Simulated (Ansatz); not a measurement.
The parent structure is ZnS in the zinc blende structure (space group F-43m, No. 216; a = 5.443 Å).

One thing is altered: every lattice vector is stretched by 1.00 %, atoms relaxed at fixed cell.

All numbers come from PBE (Ansatz, an electronic-structure program, PAW, scalar-relativistic without spin-orbit coupling).

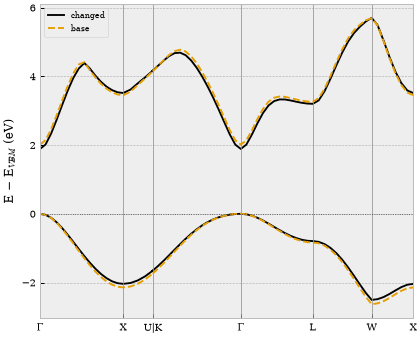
Highest valence and lowest conduction band along the path, each from its own valence-band maximum

The gap is 1.89 eV, direct at Γ; the base has 2.02 eV.

The cells carry an imposed strain or load. Stability against distortions was not tested.
